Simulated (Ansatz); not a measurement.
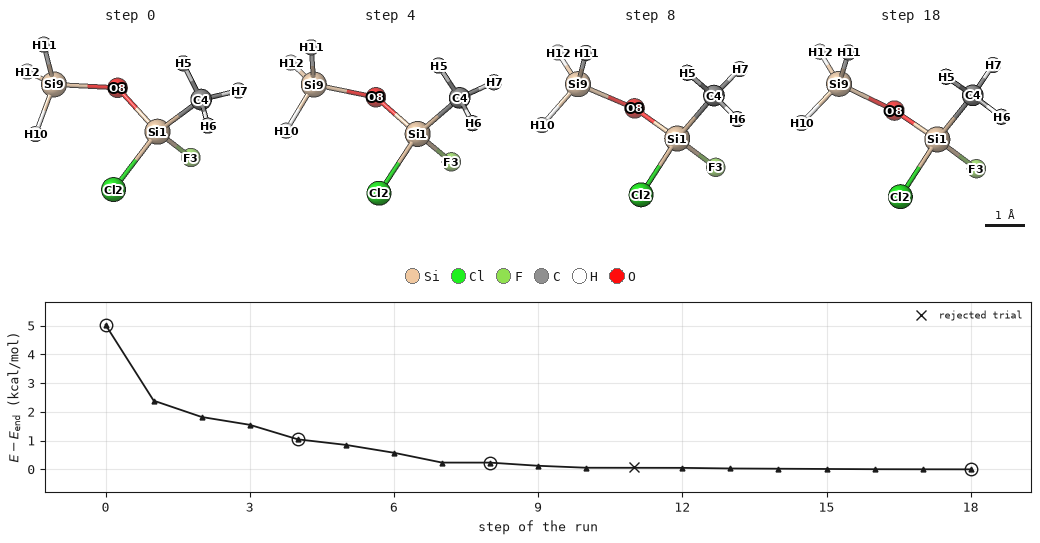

Frames of a relaxation of CH6ClFOSi2, marked on the history of the run. The picture is a ball-and-stick view, seen at a tilt.

The run prepares the start of a later molecular dynamics calculation, from a guessed geometry.

All numbers below come from RKS B3LYP-D4/STO-3G in Ansatz 0.2.0. Settings: no spin polarisation; force threshold 0.02 eV/Å; at most 40 steps.

Q: Describe the path.

A: The energy falls by 5.03 kcal/mol in 17 accepted moves (18 points after the start). The largest force component goes from 1.8 to 0.019 eV/Å. The line search rejected the trial step at point 11 of the run. The forces were under the threshold at step 16, but the run went on from there. The atom that moves furthest after the best rigid fit is H7 (0.95 Å). By element the largest moves are H 0.95 Å, O 0.67 Å, F 0.35 Å, Cl 0.34 Å, C 0.25 Å, Si 0.20 Å. Among the contacts that change: Si1–F3 1.590 → 1.623 Å, Si1–O8 1.679 → 1.659 Å, O8–Si9 1.680 → 1.700 Å, Si9–H12 1.460 → 1.445 Å. Among the angles between lasting bonds that change: C4–Si1–O8 109.5° → 114.7°, F3–Si1–O8 109.5° → 105.2°, O8–Si9–H12 109.5° → 105.9°. Groups turn about O8–Si9 by about 55°, Si1–O8 by about 40°, Si1–C4 by about 40°. The run took 78 s on 1 thread of AMD EPYC 7R43 64-Core Processor (Zen 3), on a shared host, peak memory 0.2 GiB. From step 0 to 4: H10 moves most (0.29 Å), energy −3.98 kcal/mol. From step 4 to 8: H7 moves most (0.51 Å), energy −0.81 kcal/mol. From step 8 to 18: H7 moves most (0.20 Å), energy −0.23 kcal/mol.

| step | E − E(0), kcal/mol | largest force component, eV/Å | note |
| --- | --- | --- | --- |
| 0 | 0.00 | 1.7865 |  |
| 1 | -2.64 | 0.8897 |  |
| 2 | -3.21 | 0.4176 |  |
| 3 | -3.48 | 0.1459 |  |
| 4 | -3.98 | 0.1022 |  |
| 5 | -4.18 | 0.3834 |  |
| 6 | -4.45 | 0.2010 |  |
| 7 | -4.79 | 0.1698 |  |
| 8 | -4.79 | 0.5173 |  |
| 9 | -4.90 | 0.1928 |  |
| 10 | -4.97 | 0.0461 |  |
| 11 | -4.96 | 0.2281 | rejected |
| 12 | -4.98 | 0.0669 |  |
| 13 | -5.00 | 0.0445 |  |
| 14 | -5.01 | 0.0843 |  |
| 15 | -5.02 | 0.0458 |  |
| 16 | -5.02 | 0.0149 |  |
| 17 | -5.03 | 0.0435 |  |
| 18 | -5.03 | 0.0192 |  |

Limits of the set-up: STO-3G is a minimal basis, so the numbers are rough.
